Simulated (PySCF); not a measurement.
# One shape, several levels: AlSiH5 (SMILES [H][Al]([H])[SiH3])

Wanted: a comparison of 6 runs (MP2/STO-3G, BCCD(T)/STO-3G, QCISD(T)/STO-3G, CISD/STO-3G, CCSD(T)/STO-3G, FCI/STO-3G) of AlSiH5. Input form: a Python script.

The calculation is run with PySCF 2.14.0.

3 further runs of the same task are left out: 3 set aside as unsound or not needed.

## Step 1: The structure to begin with

The species is AlSiH5 (7 atoms), meant as a singlet with charge 0. As SMILES, `[H][Al]([H])[SiH3]`. The Si4–H7 distance was set to 2.223 Å, away from the relaxed value. At this shape a bond of the SMILES string is far longer than usual.

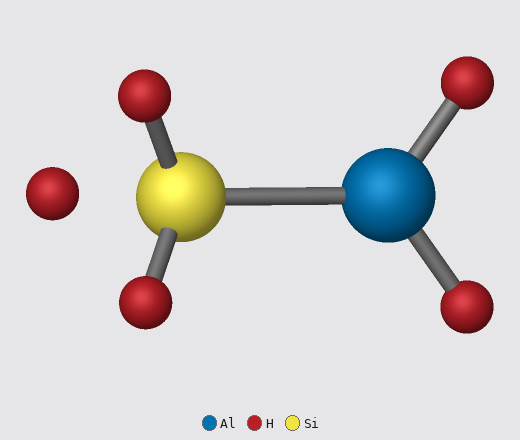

Viewed from a chosen angle; aluminium blue, hydrogen red, silicon yellow.

## Step 2: A single-point energy at MP2/STO-3G (run 1)

Input file job.py:

```python
from pyscf import gto, scf, mp

mol = gto.M(
    atom='''
Al     1.563113     2.814403     1.270656
H      4.506116     3.122995     1.370074
H      0.363780     5.519527     1.232030
Si    -0.714819    -1.153058     1.231708
H     -3.235789    -1.037067     2.445612
H      0.598541    -3.222119     2.588305
H     -1.503504    -2.783548    -2.558217
''',
    max_memory=1860,
    unit='bohr',
    basis='sto-3g',
    verbose=3,
)

mf = scf.RHF(mol)
mf.conv_tol = 1e-10
mf.kernel()
if not mf.converged:
    mf = mf.newton().run(mf.mo_coeff, mf.mo_occ)

pt = mp.MP2(mf, frozen=10).run()
e_tot = pt.e_tot
print('E = %.10f Eh' % e_tot)
```

Command:

```bash
$ OMP_NUM_THREADS=1 python job.py
```

What it wrote:

```text
converged SCF energy = -527.354016362966
E(RMP2) = -527.447070680385  E_corr = -0.0930543174188329
E(SCS-RMP2) = -527.46275999679  E_corr = -0.108743633824269
E = -527.4470706804 Eh
```

Wall time 0.88 s (1 thread of Intel Xeon Platinum 8259CL at 2.50GHz (Skylake/Cascade Lake), shared host); peak memory 0.12 GiB.

## Step 3: The energy at BCCD(T)/STO-3G (run 2)

Input file input.py:

```python
from pyscf import gto, scf, cc
from pyscf.cc.bccd import bccd_kernel_

system = gto.M(
    atom='''
Al     1.563113     2.814403     1.270656
H      4.506116     3.122995     1.370074
H      0.363780     5.519527     1.232030
Si    -0.714819    -1.153058     1.231708
H     -3.235789    -1.037067     2.445612
H      0.598541    -3.222119     2.588305
H     -1.503504    -2.783548    -2.558217
''',
    unit='bohr',
    max_memory=1860,
    verbose=3,
    basis='sto-3g',
)

myscf = scf.RHF(system)
myscf.conv_tol = 1e-10
myscf.kernel()
if not myscf.converged:
    myscf = myscf.newton().run(myscf.mo_coeff, myscf.mo_occ)

mycc = cc.CCSD(myscf, frozen=10).run()
mycc = bccd_kernel_(mycc, diis=True)
e_t = mycc.ccsd_t()
energy = mycc.e_tot + e_t
print('Final energy', energy)
```

Command:

```bash
$ OMP_NUM_THREADS=1 python input.py
```

What it wrote:

```text
converged SCF energy = -527.354016362966
E(CCSD) = -527.4985126628917  E_corr = -0.1444962999260535
BCCD loop starts.

[... 21 lines left out ...]
CCSD converged
[... 23 lines left out ...]
CCSD converged
[... 21 lines left out ...]
CCSD converged
[... 3 lines left out ...]
******** <class 'pyscf.cc.ccsd.CCSD'> ********
CC2 = 0
CCSD nocc = 6, nmo = 13
frozen orbitals 10
max_cycle = 50
direct = 0
conv_tol = 1e-07
conv_tol_normt = 1e-05
diis_space = 6
diis_start_cycle = 0
diis_start_energy_diff = 1e+09
Init E_corr(CCSD) = -0.146331538315579
cycle = 1  E_corr(CCSD) = -0.146331913069961  dE = -3.74754381e-07  norm(t1,t2) = 2.6529e-05
cycle = 2  E_corr(CCSD) = -0.146331875970334  dE = 3.7099626e-08  norm(t1,t2) = 4.19183e-06
CCSD converged
E(CCSD) = -527.4984136573495  E_corr = -0.1463318759703345
BCC iter:    3  E:    -527.498413657349  dE:   -7.472e-08  |t1|:    1.459e-06
CCSD(T) correction = -0.00179226350867521
Final energy -527.5002059208584
```

Wall time 1.2 s (1 thread of Intel Xeon Platinum 8259CL at 2.50GHz (Skylake/Cascade Lake), shared host); peak memory 0.1 GiB.

Runs 3 to 4 aren't shown in full; the table further down has their settings and results.

## Step 4: A single-point energy at CCSD(T)/STO-3G (run 5)

Input file run.py:

```python
from pyscf import gto, cc

mol = gto.M(
    atom='''
Al     1.563113     2.814403     1.270656
H      4.506116     3.122995     1.370074
H      0.363780     5.519527     1.232030
Si    -0.714819    -1.153058     1.231708
H     -3.235789    -1.037067     2.445612
H      0.598541    -3.222119     2.588305
H     -1.503504    -2.783548    -2.558217
''',
    unit='bohr',
    verbose=4,
    max_memory=1860,
    basis='sto-3g',
)

mf = mol.RHF()
mf.conv_tol = 1e-10
mf.kernel()
if not mf.converged:
    mf = mf.newton().run(mf.mo_coeff, mf.mo_occ)

mycc = cc.CCSD(mf, frozen=10)
mycc.kernel()
e_t = mycc.ccsd_t()
etot = mycc.e_tot + e_t
print('E = %.10f Eh' % etot)
```

Command:

```bash
$ OMP_NUM_THREADS=1 python run.py
```

What it wrote:

```text
PySCF version 2.14.0

[... 59 lines left out ...]
converged SCF energy = -527.354016362966
[... 12 lines left out ...]
Init t2, MP2 energy = -527.447070680543  E_corr(MP2) -0.0930543175771594
[... 12 lines left out ...]
CCSD converged
[... 2 lines left out ...]
E = -527.5002454601 Eh
```

It took 1.1 s on 1 thread of Intel Xeon Platinum 8259CL at 2.50GHz (Skylake/Cascade Lake), shared host; peak memory 0.12 GiB.

## Step 5: The energy at FCI/STO-3G (run 6)

Input file run.py:

```python
from pyscf import gto, scf, mcscf
from pyscf import fci

mol = gto.M(
    atom=[
    ('Al', (0.827164, 1.489318, 0.672402)),
    ('H', (2.384534, 1.652618, 0.725012)),
    ('H', (0.192504, 2.920808, 0.651962)),
    ('Si', (-0.378266, -0.610172, 0.651792)),
    ('H', (-1.712306, -0.548792, 1.294162)),
    ('H', (0.316734, -1.705072, 1.369672)),
    ('H', (-0.795620, -1.472990, -1.353750)),
],
    verbose=3,
    basis='sto-3g',
    max_memory=1860,
)

mf = scf.RHF(mol)
mf.conv_tol = 1e-10
mf.kernel()
if not mf.converged:
    mf = mf.newton().run(mf.mo_coeff, mf.mo_occ)

cas = mcscf.CASCI(mf, mf.mo_coeff.shape[-1] - 10, (mol.nelec[0] - 10, mol.nelec[1] - 10))  # full CI above the frozen core
cas.fcisolver = fci.direct_spin0.FCI(mol)  # even spin states alone
cas.kernel()
print('<S^2> = %.4f' % cas.fcisolver.spin_square(cas.ci, cas.ncas, cas.nelecas)[0])
e_final = cas.e_tot
print(f'total energy: {e_final:.8f} hartree')
```

Command:

```bash
$ OMP_NUM_THREADS=1 python run.py
```

What it wrote:

```text
converged SCF energy = -527.354016367018
CASCI E = -527.500958929022  E(CI) = -20.7534426719608  S^2 = 0.0000000
<S^2> = 0.0000
total energy: -527.50095893 hartree
```

Run time: 31 s. Hardware: 1 thread of Intel Xeon Platinum 8259CL at 2.50GHz (Skylake/Cascade Lake), shared host; peak memory 0.76 GiB.

## Step 6: The series

```tsv
run	level	energy (Eh)	dipole moment (D) of the reference	HOMO energy (eV)	LUMO energy (eV)	wall time
1	MP2/STO-3G	-527.447071	1.47	-6.68	6.27	0.88 s
2	BCCD(T)/STO-3G	-527.500206	–	–	–	1.2 s
3	QCISD(T)/STO-3G	-527.500319	1.47	-6.68	6.27	0.95 s
4	CISD/STO-3G	-527.485588	1.47	-6.68	6.27	0.82 s
5	CCSD(T)/STO-3G	-527.500245	1.47	-6.68	6.27	1.1 s
6	FCI/STO-3G	-527.500959	1.47	-6.68	6.27	31 s
```

## Step 7: Outcome

| quantity | value |
| --- | --- |
| run 6: total energy | -527.50096 Eh |
| run 6: dipole moment (Hartree–Fock density) | 1.47 D |
| run 6: HOMO energy (Hartree–Fock orbitals) | -6.68 eV |
| run 6: LUMO energy (Hartree–Fock orbitals) | 6.27 eV |
| run 6: HOMO–LUMO gap (Hartree–Fock orbitals) | 12.95 eV |
| run 6: correlation energy (10 core orbitals frozen) | -146.9 mEh |

What this shows: Against full CI in this basis: MP2 +53.9 mEh; BCCD(T) +0.8 mEh; QCISD(T) +0.6 mEh; CISD +15.4 mEh; CCSD(T) +0.7 mEh. In runs 1, 2, 3, 4, 5, 6 the basis is minimal, so the values are rough. All runs together took 36 s, the longest 31 s.
